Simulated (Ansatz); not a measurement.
Geometry relaxation, with input and output: C2H8GaN (part 2 of 2)

C2H8GaN; RKS PBE-D4/def2-SVP (Ansatz 0.2.0). The input holds or restrains some coordinates. It belongs to a series of runs on one base structure; here: pulled along the bonds that form and break, towards end A.

Geometry of the input (Å):
```
Ga -0.2778  -0.5249  -0.3758
C  0.5394  0.4958  1.5247
N  -0.4848  -1.8437  0.7818
H  0.0308  -0.8076  1.4739
C  -0.2831  0.5921  -2.1087
H  1.5723  0.6431  1.1917
H  0.0008  1.4298  1.3272
H  0.5817  0.4182  2.6146
H  -0.8291  -2.7989  0.8351
H  -0.9829  1.4255  -2.0108
H  -0.5823  -0.0243  -2.9607
H  0.7150  0.9949  -2.2930
```

Trajectory as extended XYZ (Å, eV, eV/Å), 8 frames, from step=1 to step=8
```
12
Properties=species:S:1:pos:R:3:forces:R:3 step=1 energy=-56048.10244
Ga   -0.2778   -0.5249   -0.3758    0.0563   0.7867  -0.8153
C     0.5394    0.4958    1.5247    0.0388   0.1711  -0.9588
N    -0.4848   -1.8437    0.7818    0.3180   0.4842   0.7009
H     0.0308   -0.8076    1.4739   -0.3632  -0.8120  -0.1256
C    -0.2831    0.5921   -2.1087    0.0055  -0.6749   1.0945
H     1.5723    0.6431    1.1917    0.5348   0.0924  -0.0809
H     0.0008    1.4298    1.3272   -0.3108   0.4895  -0.0074
H     0.5817    0.4182    2.6146   -0.1063  -0.2471   0.5677
H    -0.8291   -2.7989    0.8351   -0.1974  -0.4103  -0.2231
H    -0.9829    1.4255   -2.0108   -0.3480   0.3453   0.1427
H    -0.5823   -0.0243   -2.9607   -0.1356  -0.3648  -0.2817
H     0.7150    0.9949   -2.2930    0.5079   0.1399  -0.0131
12
Properties=species:S:1:pos:R:3:forces:R:3 step=2 energy=-56048.52602
Ga   -0.2483   -0.4800   -0.3184    0.4090   1.7964  -0.9281
C     0.5671    0.5893    1.4816   -0.4218  -1.6642   0.1462
N    -0.4793   -1.8368    0.7971    0.2825   0.5108   0.4826
H    -0.0412   -0.9881    1.4603   -0.8000  -2.3870   0.3623
C    -0.2824    0.5871   -2.0978   -0.0719  -0.7917   0.8473
H     1.5917    0.6535    1.1845    1.3522   0.6791  -0.3836
H    -0.0081    1.4584    1.3218   -0.5862   2.0941  -0.2019
H     0.5804    0.4203    2.6023   -0.3102  -0.3882  -0.7742
H    -0.8301   -2.7988    0.8303    0.1007   0.1049   0.3240
H    -0.9849    1.4270   -2.0091   -0.2208   0.2004   0.1615
H    -0.5829   -0.0272   -2.9602   -0.0728  -0.2270  -0.0933
H     0.7180    0.9953   -2.2924    0.3394   0.0723   0.0573
12
Properties=species:S:1:pos:R:3:forces:R:3 step=3 energy=-56049.00178
Ga   -0.2148   -0.4199   -0.2689    0.4293   1.6637  -0.6540
C     0.5886    0.6683    1.4354   -0.5734  -3.0676   1.1647
N    -0.4776   -1.8346    0.8032   -0.6798  -0.9067  -1.7771
H    -0.1081   -1.1709    1.4702    0.1153  -0.9649   2.3317
C    -0.2832    0.5792   -2.0902   -0.0229  -0.6143   0.7683
H     1.6142    0.6674    1.1768    1.7563   1.0081  -0.5261
H    -0.0164    1.4975    1.3174   -0.8203   3.0501  -0.2748
H     0.5739    0.4129    2.5790   -0.3681  -0.2265  -1.7290
H    -0.8273   -2.7939    0.8354    0.1604   0.2096   0.4513
H    -0.9861    1.4276   -2.0070   -0.0961   0.0566   0.1489
H    -0.5834   -0.0290   -2.9604   -0.0552  -0.2155   0.0087
H     0.7201    0.9953   -2.2910    0.1546   0.0073   0.0875
12
Properties=species:S:1:pos:R:3:forces:R:3 step=4 energy=-56049.66155
Ga   -0.1744   -0.3481   -0.2067    0.0553   0.4945  -0.4620
C     0.6028    0.7249    1.3870   -0.6692  -2.3914   1.3403
N    -0.4971   -1.8686    0.7683    0.1362   1.2319  -1.5794
H    -0.1562   -1.3405    1.5523    0.0282  -0.8639   1.6969
C    -0.2824    0.5676   -2.0715    0.0309  -0.3621   0.6290
H     1.6559    0.7021    1.1638    1.0372   1.1290  -0.3508
H    -0.0257    1.5775    1.3125    0.0287   2.0644  -0.1065
H     0.5611    0.4047    2.5194   -0.3244  -0.0580  -1.8171
H    -0.8352   -2.8033    0.8159   -0.3321  -0.9435   0.1641
H    -0.9857    1.4252   -2.0013    0.0155  -0.0671   0.1356
H    -0.5837   -0.0351   -2.9532   -0.0089  -0.1934   0.2484
H     0.7206    0.9936   -2.2863    0.0025  -0.0404   0.1016
12
Properties=species:S:1:pos:R:3:forces:R:3 step=5 energy=-56050.37161
Ga   -0.1538   -0.2957   -0.1890   -0.1420  -0.1457  -0.3528
C     0.5936    0.7410    1.3222   -0.0833  -0.2263   0.9100
N    -0.5021   -1.8526    0.7311    0.3230   0.5467   0.7459
H    -0.1908   -1.4938    1.6682   -0.4760  -1.0151  -0.6332
C    -0.2768    0.5508   -2.0278   -0.0223  -0.2165   0.1852
H     1.6869    0.7992    1.1577    0.0287   0.7339  -0.1113
H     0.0300    1.6908    1.3318    0.5823   0.5288  -0.0370
H     0.5098    0.3506    2.3887   -0.2162  -0.1078  -0.9085
H    -0.8516   -2.8139    0.7549    0.0009   0.1910  -0.2785
H    -0.9819    1.4107   -1.9752    0.0312  -0.1038   0.1158
H    -0.5832   -0.0718   -2.8961    0.0129  -0.1093   0.2580
H     0.7199    0.9846   -2.2665   -0.0391  -0.0761   0.1062
12
Properties=species:S:1:pos:R:3:forces:R:3 step=6 energy=-56050.61469
Ga   -0.1193   -0.2320   -0.1917    0.0558   0.3984  -0.2016
C     0.6056    0.7595    1.3582    0.1202   0.2607   0.2511
N    -0.4546   -1.7808    0.6809   -0.0285  -0.1895   0.3715
H    -0.1672   -1.4925    1.6317   -0.3838  -0.9143  -0.1662
C    -0.2896    0.5052   -2.0145   -0.0500  -0.1409  -0.0603
H     1.6993    0.8964    1.2529    0.0752   0.2192   0.0139
H     0.1196    1.7494    1.4439    0.1425   0.1901   0.0749
H     0.4415    0.2224    2.3274   -0.0143   0.1249  -0.3178
H    -0.9041   -2.6945    0.6033    0.0821   0.1118  -0.0375
H    -1.0135    1.3470   -1.9920    0.0020  -0.0388   0.0192
H    -0.6104   -0.2129   -2.7954    0.0146   0.0076   0.0619
H     0.6927    0.9328   -2.3046   -0.0156  -0.0293  -0.0090
12
Properties=species:S:1:pos:R:3:forces:R:3 step=7 energy=-56050.60373 accepted=F
Ga   -0.0804   -0.0762   -0.2204   -0.0884  -1.0604   1.1368
C     0.6304    0.7510    1.4297    0.3028   1.0977   0.0081
N    -0.4679   -1.6733    0.7014   -0.0015   0.7724  -1.1433
H    -0.1537   -1.5068    1.6589   -0.2106  -0.6661   0.0477
C    -0.3217    0.4859   -2.0745   -0.0549  -0.0219  -0.1512
H     1.7389    0.8325    1.4334   -0.0354  -0.0057  -0.0277
H     0.2426    1.7788    1.5987    0.0738   0.0246   0.0206
H     0.3293    0.1532    2.3114    0.0056  -0.0221  -0.0236
H    -0.8223   -2.5976    0.4645    0.0071  -0.1135   0.1670
H    -1.0933    1.2835   -2.1144    0.0463  -0.0310  -0.0262
H    -0.6328   -0.3443   -2.7385    0.0078   0.0295   0.0130
H     0.6309    0.9133   -2.4502   -0.0525  -0.0035  -0.0211
12
Properties=species:S:1:pos:R:3:forces:R:3 step=8 energy=-56050.65364
Ga   -0.1148   -0.1789   -0.1898    0.0527   0.0299   0.0132
C     0.6141    0.7597    1.3922    0.2333   0.8678  -0.0628
N    -0.4645   -1.7482    0.6679   -0.0696  -0.0249  -0.1326
H    -0.1857   -1.4889    1.6198   -0.2801  -0.8520   0.1301
C    -0.3016    0.4838   -2.0325   -0.0087  -0.0097  -0.0079
H     1.7112    0.9112    1.3070    0.0086  -0.0069   0.0150
H     0.1749    1.7737    1.5202    0.0407  -0.0393   0.0289
H     0.4226    0.1986    2.3281   -0.0114  -0.0362  -0.0045
H    -0.8735   -2.6751    0.5400    0.0650   0.1240   0.0318
H    -1.0315    1.3194   -2.0244   -0.0130  -0.0089  -0.0360
H    -0.6250   -0.2642   -2.7815   -0.0039  -0.0294   0.0553
H     0.6737    0.9087   -2.3470   -0.0136  -0.0145  -0.0304
```

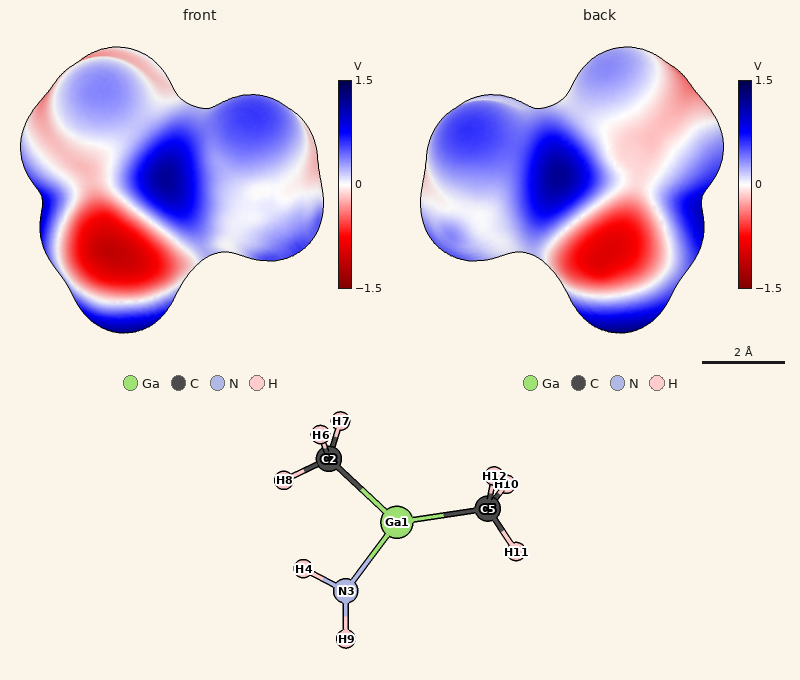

Figure 1. The electrostatic potential painted on the density surface at 0.002 e/bohr³, seen face on and from behind; the colour scale runs from red (negative) to blue (positive). The bare structure is drawn below in the same view.

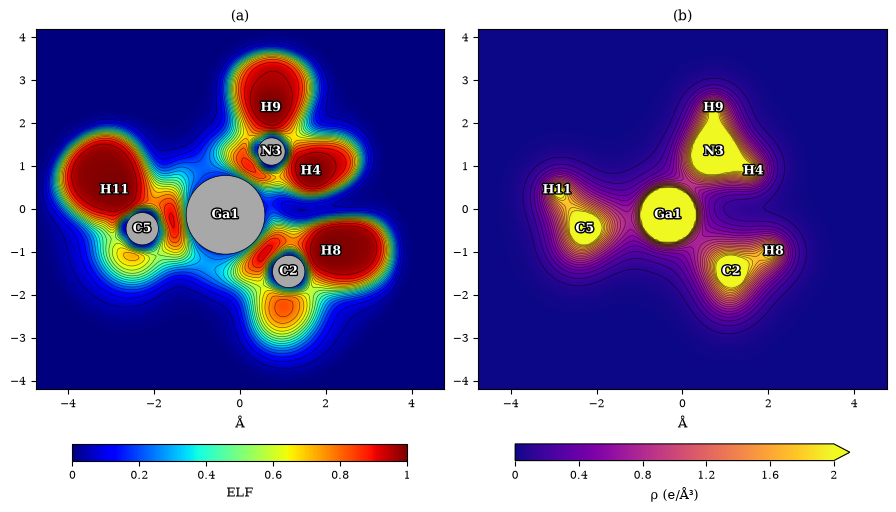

Figure 2. (a) electron localisation function; (b) total electron density on the plane of atoms Ga1, N3 and H4. Grey discs, where drawn, cover atomic cores. The plane passes through Ga, C, N and H nuclei. Ga–N (1.82 Å): ρ at the midpoint is about 0.88 e/Å³; the ELF peaks at about 0.85 in the valence shell of N, 0.6 Å from its nucleus, and is about 0.35 at the midpoint. C–Ga (1.97 Å): ρ is about 0.78 e/Å³ halfway; the ELF peaks at about 0.90 in the valence shell of C, 0.7 Å from its nucleus, and is about 0.60 at the midpoint.

Results in brief

| quantity | value |
| --- | --- |
| outcome | converged under the restraints of the input |
| total energy | −56050.6537 eV |
| mean-field energy | −56050.4443 eV |
| largest force (length of the vector) at the end, held atoms and coordinates included | 0.906 eV/Å |
| hardware | 2 threads of Intel Xeon (Granite Rapids), 16 GiB of memory available, shared host |
| wall time | 11 s (CPU time 21 s) |
| peak memory | 0.17 GiB |
